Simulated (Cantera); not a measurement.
A closed system holds: 1 mol Al(CH3)3, 3.7 mol O2, 1.8 mol H2, a varied amount of N2O, equilibrated at 575 °C and 0.000280 bar.

These are equilibrium values from Cantera (NASA tables, ideal gas, pure condensed phases), not measurements of a reactor. Candidate condensed phases: Al, AlN, Al2O3, C, C6H6, C7H8, C8H18, H2O; 148 gas species. The feed counts by its element totals alone. Equilibrium is a limit: real reactors are often held back by kinetics, nucleation or transport.

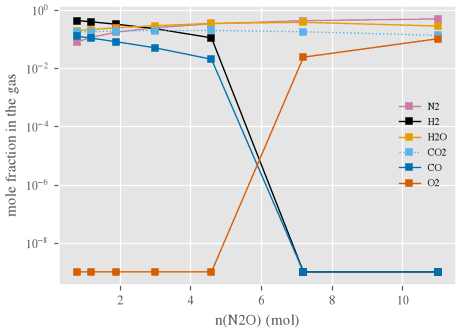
Fig. 1. Equilibrium gas composition (values under 1e-9 drawn at 1e-9)

Question: Read off the mole fractions at 4.6 mol N2O.

Answer: H2O about 0.34, N2 about 0.33, CO2 about 0.20, H2 about 0.11, CO about 0.020.
